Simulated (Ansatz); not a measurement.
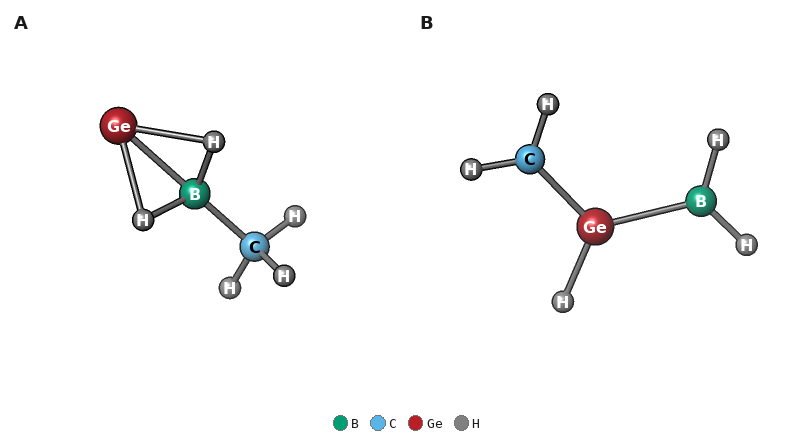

2 stationary structures of one formula. Geometries: PBE-D4/def2-SVP. Electronic energies: PBE-D4/def2-SVP (Ansatz 0.2.0), without zero-point energy. No frequency run is at hand to confirm each as a minimum. Each is one conformer, not always the lowest.

> Which structure is the most stable?

A is lowest (Cs); B lies 33.4 kcal/mol above it.
